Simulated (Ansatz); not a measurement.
# CH5FSiZn: small, medium and large basis sets

Aim: see how fast density functionals converge with the basis set for CH5FSiZn.

Method: one geometry, several basis sets; program: Ansatz 0.2.0, Gaussian basis.

The runs, in order: PBE0-D4/def2-SVP; ωB97M-V/def2-SVP; PBE0-D4/def2-QZVPP; ωB97M-V/def2-QZVPP; the functionals' def2-TZVPP values are taken from earlier runs.

## Step 1: Structure used throughout

All runs share one geometry, relaxed beforehand with PBE0-D4 in a triple-zeta def2 set.

SMILES `C[SiH2][Zn][F]`, 9 atoms, charge 0, spin multiplicity 1.

Atoms are counted from 1 here; the program's logs count them from 0.

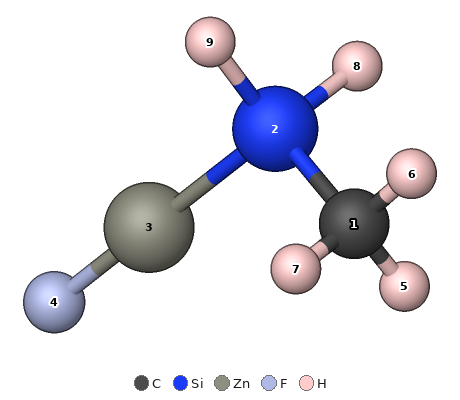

The geometry (carbon dark grey, silicon blue, zinc grey, fluorine light blue, hydrogen pink); atoms are numbered from 1 in the order of the file.

## Step 2: PBE0-D4 in def2-SVP

in.yaml reads:

```yaml
crystal:
  periodic: [false, false, false]
  atoms:
    - {symbol: C, position_ang: [-0.696531, 1.088526, -0.513400]}
    - {symbol: Si, position_ang: [-0.095835, -0.192940, 0.723465]}
    - {symbol: Zn, position_ang: [1.451353, -1.696106, -0.189435]}
    - {symbol: F, position_ang: [2.615794, -2.825234, -0.883572]}
    - {symbol: H, position_ang: [-1.190736, 0.612441, -1.362508]}
    - {symbol: H, position_ang: [-1.411586, 1.763361, -0.037352]}
    - {symbol: H, position_ang: [0.133829, 1.685877, -0.894824]}
    - {symbol: H, position_ang: [-1.254500, -0.968931, 1.250643]}
    - {symbol: H, position_ang: [0.536712, 0.486709, 1.889884]}
basis:
  gaussian: {orbitals: def2-SVP}
hamiltonian: {xc: pbe0, dispersion: d4}
output: {orbitals: {seedname: orbitals}}
```

Run with:

```bash
$ ansatz run in.yaml --threads 4 --pin off --events-out ev --progress --plain --max-ram 10444MiB
```

Output:

```text
Functional definition: PBE0
  name "PBE0"
  cite "Adamo & Barone, J. Chem. Phys. 110, 6158 (1999) doi:10.1063/1.478522"
  cite "Perdew, Burke & Ernzerhof, Phys. Rev. Lett. 77, 3865 (1996) doi:10.1103/PhysRevLett.77.3865"
  parent pbe
  parameter a = 0.25
  parameter kappa = 0.804
  parameter beta = 0.06672455060314922
  exchange = (1 - a)*pbe_x(kappa = kappa, mu = beta*pi^2/3) + a*exact_x
  correlation = pbe_c(beta = beta)
1000 factors; integrals over basis functions are off by at most 9.9e-4 eV
mean field evaluation 1: about -60100.2790 eV, gradient 6.0e1 eV
mean field evaluation 2: about -60085.9556 eV, gradient 1.1e2 eV
mean field evaluation 4: about -60107.3235 eV, gradient 4.8e0 eV
mean field evaluation 8: about -60107.4912 eV, gradient 4.6e-1 eV
mean field evaluation 16: about -60107.4915 eV, gradient 3.5e-5 eV
mean field -60107.49154410 eV, -2208.9095719247 hartree, gradient 3.5e-5 eV, S^2 0.000000; 0 other end points of the search recorded, 0 dependent functions left out
reference -60107.49158285 eV, -2208.9095733486 hartree; 32, 32 occupied and 70, 70 virtual orbitals, 1000 factors
Total energy: -60107.62467420 eV, -2208.9144643654 hartree
```

It took 0.45 s on 4 threads of AMD EPYC 9R45, shared host.

## Step 3: ωB97M-V in def2-SVP

in.yaml: that of step 2 with these lines changed.

```diff
@@ -14,3 +14,3 @@
   gaussian: {orbitals: def2-SVP}
-hamiltonian: {xc: pbe0, dispersion: d4}
+hamiltonian: {xc: {name: wB97M-V}}
 output: {orbitals: {seedname: orbitals}}
```

Same command.

Output, shortened:

```text
Functional definition: wB97M-V
  name "wB97M-V"
  cite "Mardirossian & Head-Gordon, J. Chem. Phys. 144, 214110 (2016) doi:10.1063/1.4952647"
  cite "Becke, J. Chem. Phys. 107, 8554 (1997) doi:10.1063/1.475007"
  cite "Vydrov & Van Voorhis, J. Chem. Phys. 133, 244103 (2010) doi:10.1063/1.3521275"
  # Of w^i u^j: cxij and so on, Table III.
[...]
  gx(w, u) = 1 - cx + cx01*u + cx10*w
  gss(w, u) = css00 + css04*u^4 + css10*w + css20*w^2 + css43*w^4*u^3
  gos(w, u) = cos00 + cos10*w + (cos20 + cos21*u)*w^2 + (cos60 + cos61*u)*w^6
[...]
      + integral(e_c_pw_mod_opposite_spin*gos(b97_w_opposite, b97_u_opposite)) + vv10(b, c)
1000 factors; integrals over basis functions are off by at most 9.9e-4 eV
267 factors; integrals over basis functions are off by at most 1.7e-5 eV
[...]
mean field -60116.64454797 eV, -2209.2459386128 hartree, gradient 3.1e-5 eV, S^2 0.000000; 0 other end points of the search recorded, 0 dependent functions left out
reference -60116.64460850 eV, -2209.2459408373 hartree; 32, 32 occupied and 70, 70 virtual orbitals, 1000 factors
Total energy: -60116.64460850 eV, -2209.2459408373 hartree
```

Wall time 1.6 s (4 threads of AMD EPYC 9R45, shared host).

## Step 4: PBE0-D4 in def2-QZVPP

in.yaml: that of step 3 with these lines changed.

```diff
@@ -13,4 +13,4 @@
 basis:
-  gaussian: {orbitals: def2-SVP}
-hamiltonian: {xc: {name: wB97M-V}}
+  gaussian: {orbitals: "def2-QZVPP.json"}
+hamiltonian: {xc: pbe0, dispersion: d4}
 output: {orbitals: {seedname: orbitals}}
```

Same command.

Output:

```text
Functional definition: PBE0
  name "PBE0"
  cite "Adamo & Barone, J. Chem. Phys. 110, 6158 (1999) doi:10.1063/1.478522"
  cite "Perdew, Burke & Ernzerhof, Phys. Rev. Lett. 77, 3865 (1996) doi:10.1103/PhysRevLett.77.3865"
  parent pbe
  parameter a = 0.25
  parameter kappa = 0.804
  parameter beta = 0.06672455060314922
  exchange = (1 - a)*pbe_x(kappa = kappa, mu = beta*pi^2/3) + a*exact_x
  correlation = pbe_c(beta = beta)
1719 factors; their error is unknown
mean field evaluation 1: about -60114.1847 eV, gradient 7.3e1 eV
mean field evaluation 2: about -60093.7707 eV, gradient 1.4e2 eV
mean field evaluation 4: about -60123.5830 eV, gradient 7.2e0 eV
mean field evaluation 8: about -60123.6706 eV, gradient 2.0e-1 eV
mean field evaluation 16: about -60123.7660 eV, gradient 4.4e-5 eV
mean field -60123.76598159 eV, -2209.5076464710 hartree, gradient 4.4e-5 eV, S^2 0.000000; 0 other end points of the search recorded, 0 dependent functions left out
reference -60123.76602840 eV, -2209.5076481914 hartree; 32, 32 occupied and 402, 402 virtual orbitals, 1719 factors
Total energy: -60123.89911975 eV, -2209.5125392082 hartree
```

Run time: 2.6 s. Hardware: 4 threads of AMD EPYC 9R45, shared host; peak memory 1.6 GiB.

## Step 5: ωB97M-V in def2-QZVPP

in.yaml: that of step 4 with these lines changed.

```diff
@@ -14,3 +14,3 @@
   gaussian: {orbitals: "def2-QZVPP.json"}
-hamiltonian: {xc: pbe0, dispersion: d4}
+hamiltonian: {xc: {name: wB97M-V}}
 output: {orbitals: {seedname: orbitals}}
```

Same command.

Output, shortened:

```text
Functional definition: wB97M-V
  name "wB97M-V"
  cite "Mardirossian & Head-Gordon, J. Chem. Phys. 144, 214110 (2016) doi:10.1063/1.4952647"
  cite "Becke, J. Chem. Phys. 107, 8554 (1997) doi:10.1063/1.475007"
  cite "Vydrov & Van Voorhis, J. Chem. Phys. 133, 244103 (2010) doi:10.1063/1.3521275"
  # Of w^i u^j: cxij and so on, Table III.
[...]
  gx(w, u) = 1 - cx + cx01*u + cx10*w
  gss(w, u) = css00 + css04*u^4 + css10*w + css20*w^2 + css43*w^4*u^3
  gos(w, u) = cos00 + cos10*w + (cos20 + cos21*u)*w^2 + (cos60 + cos61*u)*w^6
[...]
      + integral(e_c_pw_mod_opposite_spin*gos(b97_w_opposite, b97_u_opposite)) + vv10(b, c)
1648 factors; their error is unknown
348 factors; integrals over basis functions are off by at most 1.6e-5 eV
[...]
mean field -60133.05630666 eV, -2209.8490596201 hartree, gradient 3.3e-5 eV, S^2 0.000000; 0 other end points of the search recorded, 0 dependent functions left out
reference -60133.05638234 eV, -2209.8490624014 hartree; 32, 32 occupied and 402, 402 virtual orbitals, 1648 factors
Total energy: -60133.05638234 eV, -2209.8490624014 hartree
```

It took 5.5 s on 4 threads of AMD EPYC 9R45, shared host; peak memory 1.9 GiB.

## Step 6: Functionals by basis

The def2-TZVPP values come from earlier runs at the same geometry.

```csv
functional,basis,functions,energy (eV),from the largest (eV),HOMO (eV),LUMO (eV)
PBE0-D4,def2-SVP,102,-60107.6247,16.274,-7.89,-0.29
PBE0-D4,def2-TZVPP,238,-60122.1896,1.710,-8.08,-0.97
PBE0-D4,def2-QZVPP,434,-60123.8991,0.000,-8.05,-1.02
ωB97M-V,def2-SVP,102,-60116.6446,16.412,-9.93,1.14
ωB97M-V,def2-TZVPP,238,-60131.4075,1.649,-10.15,0.52
ωB97M-V,def2-QZVPP,434,-60133.0564,0.000,-10.13,0.30
```

## Step 7: Summary of results

```
                                       quantity           value
PBE0-D4: double and triple zeta above quadruple  16.27, 1.71 eV
ωB97M-V: double and triple zeta above quadruple  16.41, 1.65 eV
```

**Reading.** For PBE0-D4 the step from double to triple zeta gains 14.56 eV and the next only 1.71 eV. These are total energies; as a rule much of such shifts cancels in differences, which this series doesn't test. The LUMO of ωB97M-V is positive and keeps falling with the basis (1.14 to 0.30 eV): an unbound level that the basis holds in place.

For PBE0-D4 the largest set took about 6 times as long as the smallest (2.6 s against 0.45 s).
